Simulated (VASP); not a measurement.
Band structure of TaGe$_{2}$ (relaxed from the CrSi2 structure, space group P6_222). These are PBEsol GGA, VASP's PBE PAW potentials (set 64) (plane waves; VASP) values and carry that method's errors.

Unless said otherwise, spin-orbit coupling is left out, though it shifts the bands of the heavy elements here.

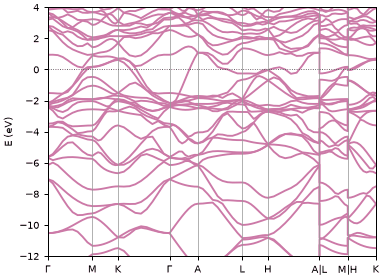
*Bands along high-symmetry lines, zero at the valence-band maximum or, without a gap, the Fermi level*

Read the plot: is there a gap, and where are the band edges?

It has no gap at this level: it comes out as a metal or semimetal. (Edges off the drawn lines would not show.)

The structure was generated: TaGe2 was put into the CrSi2 type (P6_222), which need not be its known phase. It was relaxed first. The electron count is odd and the run is not spin-polarised, which forces a metal.
